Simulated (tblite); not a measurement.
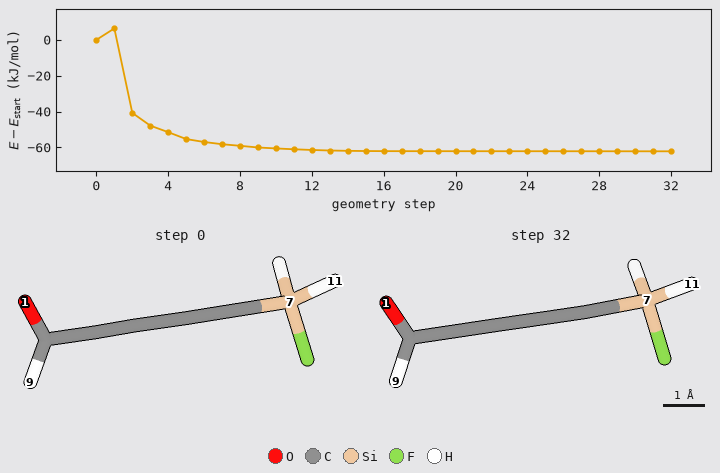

First and last geometry of a relaxation of C5H3FOSi, with the history of the run. A stick model, seen at a tilt.

Level of theory: tblite 0.8.0, GFN2-xTB geometry optimisation, gas phase. 

### Read the history and describe the run.

It converged. The atom that moves furthest after the best rigid fit is an H atom (0.16 Å). Largest moves by element: H 0.16 Å, C 0.12 Å, F 0.09 Å, Si 0.09 Å, O 0.05 Å. Near-neighbour distances that change, for instance: C–C 1.537 → 1.351 Å, C–C 1.450 → 1.420 Å, H–Si 1.483 → 1.453 Å, C–Si 1.868 → 1.846 Å. Among the angles between lasting bonds that change: H–Si–H 109.2° → 117.5°, O–C–C 121.3° → 125.8°, F–Si–H 109.0° → 105.9°. The energy falls by 62.1 kJ/mol in 32 geometry steps.
